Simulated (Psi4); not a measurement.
**[SiPH6]+ (SMILES [SiH3][PH3+]) at 3 levels**

Aim: a comparison of 3 runs (B3LYP/6-31G*, MP2/pcseg-1, EOM-CCSD/6-31G) of [SiPH6]+. 

The results are computed with Psi4 1.11.

4 further runs of the same task are left out: 1 that didn't finish, 3 set aside as unsound or not needed.

### Step 1. Starting point

[SiPH6]+: 8 atoms, total charge +1, spin state singlet. SMILES: `[SiH3][PH3+]`. The shape is that of a GFN2-xTB optimisation.

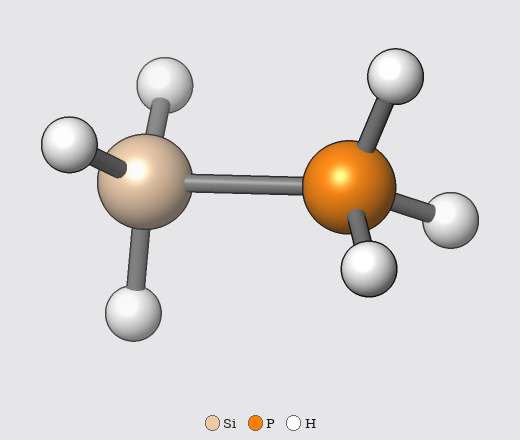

Viewed from a chosen angle; silicon light orange, phosphorus orange, hydrogen white.

### Step 2. A single-point energy at B3LYP/6-31G(d) (Cartesian functions) (run 1)

input.in

```
memory 1.6 GB

molecule {
  1 1
  Si    -0.88998542     1.07028419    -2.07860425
  P      0.68976893    -0.83786677     1.62365269
  H     -0.17825787    -0.82650952    -3.95268344
  H     -3.56884227     1.25436241    -1.44197442
  H      0.55814951     3.41976178    -2.07301066
  H      0.39829758     0.43291736     3.87701881
  H      3.24103148    -1.34603302     1.73508984
  H     -0.25016194    -3.16691642     2.31051144
  units au
  symmetry c1
}

set basis 6-31G*
set puream false
set e_convergence 1e-09
set d_convergence 1e-08
set scf_type pk
set dft_radial_points 99
set dft_spherical_points 590

result, w = energy("b3lyp", return_wfn=True)
oeprop(w, "QUADRUPOLE", "WIBERG_LOWDIN_INDICES", "DIPOLE", title="B3LYP")
```

On the command line:

```console
$ psi4 -n 1 input.in input.out
```

input.out:

```text
[...]
  Running in c1 symmetry.
[...]
  Nuclear repulsion =   97.140784453022434
[...]
  Multiplicity = 1
[...]
  Nalpha       = 17
  Nbeta        = 17
[...]
    Number of basis functions: 50
[...]
   @RKS iter   1:  -634.15305492906373   -4.68719e-02   3.05738e-03 ADIIS/DIIS
[...]
   @RKS iter   9:  -634.16918637942899   -1.25056e-12   2.72925e-09 DIIS
[...]
    Orbital Energies [Eh]
    ---------------------
    Doubly Occupied:
       1A    -77.336618     2A    -66.356333     3A     -6.817271
       4A     -5.510888     5A     -4.978260     6A     -4.978259
       7A     -4.976329     8A     -3.872499     9A     -3.866969
      10A     -3.866963    11A     -0.915454    12A     -0.757657
      13A     -0.645599    14A     -0.645566    15A     -0.571652
      16A     -0.569169    17A     -0.569087
[...]
  @RKS Final Energy:  -634.16918637942899
   => Energetics <=
    Nuclear Repulsion Energy =             97.1407844530224338
    One-Electron Energy =               -1061.6535372177918362
    Two-Electron Energy =                 367.5408702509523096
    DFT Exchange-Correlation Energy =     -37.1973038656119073
    Empirical Dispersion Energy =           0.0000000000000000
    VV10 Nonlocal Energy =                  0.0000000000000000
    Total Energy =                       -634.1691863794289930
[...]
 Multipole Moments:
 ------------------------------------------------------------------------------------
     Multipole            Electronic (a.u.)      Nuclear  (a.u.)        Total (a.u.)
 ------------------------------------------------------------------------------------
 L = 1.  Multiply by 2.5417464519 to convert [e a0] to [Debye]
 Dipole X            :          0.2834890           -0.1185384            0.1649506
 Dipole Y            :         -0.3608013            0.1604107           -0.2003905
 Dipole Z            :          0.6923546           -0.3039032            0.3884513
 Magnitude           :                                                    0.4671825
 L = 2.  Multiply by 1.3450342976 to convert [e a0^2] to [Debye ang]
 Quadrupole XX       :        -59.3829772           41.9270406          -17.4559366
 Quadrupole XY       :         26.6052897          -27.7041477           -1.0988580
[...]
```

Wall time 5.1 s (1 thread of AMD EPYC 9R45 (Zen 5), shared host); peak memory 0.81 GiB.

### Step 3. A single-point energy at MP2/pcseg-1 (run 2)

h6psi.dat

```
memory 1600 MB

molecule mol {
  1 1
  Si
  P 1 R2
  H 1 R3 2 A3
  H 1 R4 3 A4 2 D4
  H 1 R5 4 A5 3 D5
  H 2 R6 1 A6 4 D6
  H 2 R7 6 A7 1 D7
  H 2 R8 6 A8 7 D8

  R2 = 2.357267
  R3 = 1.460429
  A3 = 100.28312
  R4 = 1.460324
  A4 = 116.92636
  D4 = -107.3724
  R5 = 1.460488
  A5 = 116.87818
  D5 = 145.55939
  R6 = 1.377641
  A6 = 118.07173
  D6 = -60.5884
  R7 = 1.377853
  A7 = 99.66714
  D7 = 128.85392
  R8 = 1.377866
  A8 = 99.66474
  D8 = 101.6377
  symmetry c1
  no_reorient
  no_com
}

set {
  basis pcseg-1
  reference rhf
  puream true
  e_convergence 1e-09
  d_convergence 1e-08
  scf_type pk
  num_frozen_docc 10
  mp2_type conv
}

energy('mp2')
```

On the command line:

```console
$ psi4 h6psi.dat h6psi.out -n 1
```

h6psi.out:

```text
[...]
  Running in c1 symmetry.
[...]
  Nuclear repulsion =   97.140792675533191
[...]
  Multiplicity = 1
[...]
  Nalpha       = 17
  Nbeta        = 17
[...]
    Number of basis functions: 66
[...]
   @RHF iter   1:  -632.79473022406069   -7.19829e-02   3.17763e-03 DIIS/ADIIS
[...]
   @RHF iter   9:  -632.85750258079031   -1.26192e-11   8.34004e-09 DIIS
[...]
    Orbital Energies [Eh]
    ---------------------
    Doubly Occupied:
       1A    -80.167857     2A    -68.977401     3A     -7.736363
       4A     -6.347431     5A     -5.641195     6A     -5.641192
       7A     -5.640242     8A     -4.463319     9A     -4.461294
      10A     -4.461291    11A     -1.123294    12A     -0.930598
      13A     -0.782894    14A     -0.782848    15A     -0.700342
      16A     -0.700228    17A     -0.684957
[...]
  @RHF Final Energy:  -632.85750258079031
   => Energetics <=
    Nuclear Repulsion Energy =             97.1407926755331914
    One-Electron Energy =               -1061.5110989464701561
    Two-Electron Energy =                 331.5128036901465975
    Total Energy =                       -632.8575025807903103
[...]
 Multipole Moments:
 ------------------------------------------------------------------------------------
     Multipole            Electronic (a.u.)      Nuclear  (a.u.)        Total (a.u.)
 ------------------------------------------------------------------------------------
 L = 1.  Multiply by 2.5417464519 to convert [e a0] to [Debye]
 Dipole X            :          0.0131955           -0.0115054            0.0016901
 Dipole Y            :         -0.0008551            0.0007028           -0.0001522
 Dipole Z            :          0.8280942           -0.3633278            0.4647664
 Magnitude           :                                                    0.4647695
[...]
	SCS-MP2 Total Energy (a.u.)        :  -633.08504887340086
	SOS-MP2 Total Energy (a.u.)        :  -633.09313575933970
	SCSN-MP2 Total Energy (a.u.)       :  -632.91050714478217
[...]
	SOS-PI-MP2 Total Energy (a.u.)     :  -633.11126138845896
[...]
	MP2 Total Energy (a.u.)            :  -633.06887510152308
[...]
```

It took 1.5 s on 1 thread of AMD EPYC 9R45 (Zen 5), shared host; peak memory 0.26 GiB.

### Step 4. The excited states at EOM-CCSD/6-31G (ZORA) (run 3)

calc.py

```python
import psi4

psi4.set_memory(1600000000)
psi4.set_num_threads(1)
psi4.set_output_file('psi4.out', False)

m = psi4.geometry("""
1 1
Si
P 1 2.357267
H 1 1.460429 2 100.28312
H 1 1.460324 3 116.92636 2 -107.3724
H 1 1.460488 4 116.87818 3 145.55939
H 2 1.377641 1 118.07173 4 -60.5884
H 2 1.377853 6 99.66714 1 128.85392
H 2 1.377866 6 99.66474 7 101.6377
symmetry c1
""")

psi4.set_options({
    'basis': '6-31G',
    'reference': 'rhf',
    'scf_type': 'pk',
    'roots_per_irrep': [2],
    'relativistic': 'zora',
})

energy_value, wavefunction = psi4.properties("eom-ccsd", properties=['oscillator_strength'], return_wfn=True)
print(f'eom-ccsd energy: {energy_value:.10f} Eh')
for k, v in sorted(psi4.core.scalar_variables().items()):
    print(f'{k:45s} {v:18.10f}')
```

On the command line:

```console
$ python calc.py
```

psi4.out:

```text
[...]
  Running in c1 symmetry.
[...]
  Nuclear repulsion =   97.140792675533191
[...]
  Multiplicity = 1
[...]
  Nalpha       = 17
  Nbeta        = 17
[...]
    Number of basis functions: 38
[...]
   @RHF iter   1:  -634.86599918708134   -8.88155e-02   4.68747e-03 ADIIS/DIIS
[...]
   @RHF iter  11:  -634.90412268454554    7.95808e-13   4.39437e-11 DIIS
[...]
    Orbital Energies [Eh]
    ---------------------
    Doubly Occupied:
       1A    -80.673008     2A    -69.376392     3A     -7.800094
       4A     -6.409990     5A     -5.659365     6A     -5.659363
       7A     -5.659266     8A     -4.489419     9A     -4.489205
      10A     -4.489203    11A     -1.143280    12A     -0.948145
      13A     -0.778424    14A     -0.778379    15A     -0.698802
      16A     -0.698661    17A     -0.680450
[...]
  @RHF Final Energy:  -634.90412268454554
   => Energetics <=
    Nuclear Repulsion Energy =             97.1407926755331914
    One-Electron Energy =               -1063.2269383326099614
    Two-Electron Energy =                 331.1820229725311719
    Total Energy =                       -634.9041226845455412
[...]
 Multipole Moments:
 ------------------------------------------------------------------------------------
     Multipole            Electronic (a.u.)      Nuclear  (a.u.)        Total (a.u.)
 ------------------------------------------------------------------------------------
 L = 1.  Multiply by 2.5417464519 to convert [e a0] to [Debye]
 Dipole X            :          0.0124553           -0.0115054            0.0009499
 Dipole Y            :         -0.0008561            0.0007028           -0.0001532
 Dipole Z            :          0.7884460           -0.3633278            0.4251182
 Magnitude           :                                                    0.4251192
[...]
      * MP2 total energy                      = -635.028060009166438
[...]
      * CCSD total energy                     = -635.065867239492263
[...]
                     Excitation Energy              Total Energy
[...]
	                   Ground State -> Excited State Transitions
[...]
	                   Ground State -> Excited State Transitions
	                   Excitation Energy          OS       RS        RS     Einstein A
[...]
	                   Excited State -> Excited State Transitions
	                        Excitation Energy          OS       RS        RS     Einstein A
[...]
```

Run time: 9.9 s. Hardware: 1 thread of AMD EPYC 9R45 (Zen 5), shared host; peak memory 0.45 GiB.

The roots found:

```csv
excited state,energy (eV),strength
1,8.912,0.0008
2,8.915,0.0007
```

### Step 5. Overview of the runs

```csv
run,level,Cartesian functions,frozen core orbitals,energy (Eh),HOMO energy (eV),LUMO energy (eV),HOMO–LUMO gap (eV),wall time
1,B3LYP/6-31G* (Cartesian functions),yes,0,-634.169186,-15.49,-5.96,9.52,5.1 s
2,MP2/pcseg-1,no,10,-633.068875,-18.64,-2.49,16.14,1.5 s
3,EOM-CCSD/6-31G (ZORA),yes,0,-635.065867,-18.52,-2.55,15.97,9.9 s
```

### Step 6. Outcome

| quantity | value |
| --- | --- |
| run 3: ground-state or mean-field energy | -635.06587 Eh |
| run 3: HOMO energy (Hartree–Fock orbitals) | -18.52 eV |
| run 3: LUMO energy (Hartree–Fock orbitals) | -2.55 eV |
| run 3: HOMO–LUMO gap (Hartree–Fock orbitals) | 15.97 eV |
| run 3: T1 diagnostic | 0.005 |
| run 3: lowest excitation energy | 8.91 eV |

In words: Some runs of one species differ in core potentials or relativity; totals across that change don't compare. All runs together took 17 s, the longest 9.9 s.
